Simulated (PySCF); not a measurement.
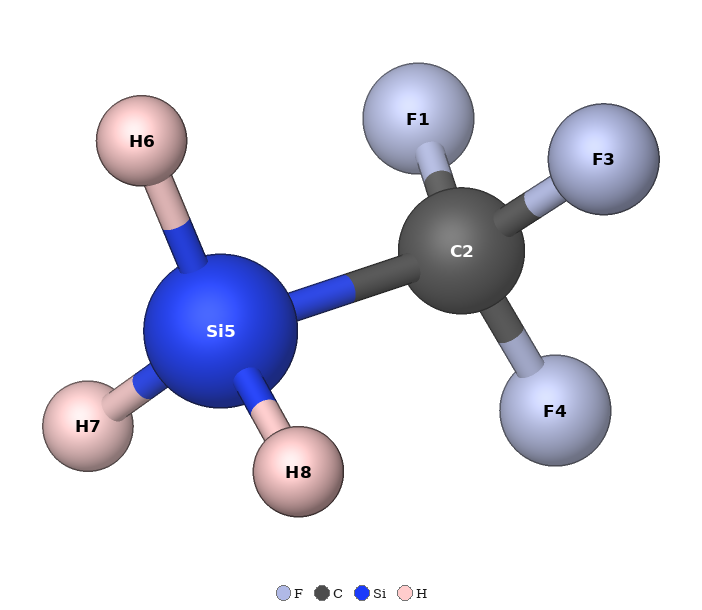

Computed geometry: GFN2-xTB optimisation. No frequency run is at hand to confirm it as a minimum. Properties computed with delta-SCF UKS SCAN, pcX-2 on the ionised atom, pcseg-1 elsewhere, spin-free X2C (PySCF 2.14.0).

Give the core-electron binding energies (to vacuum; p and d levels without spin–orbit splitting) of F1 1s, C2 1s, Si5 1s, Si5 2p.

```csv
atom,level,binding energy (eV)
F1,1s,693.7
C2,1s,297.5
Si5,1s,1847.5
Si5,2p,108.1
```

The geometry is semi-empirical. Around Si such bond lengths and angles can be off by a tenth of an ångström or more and by several degrees, and values that hang on the shape move with them.
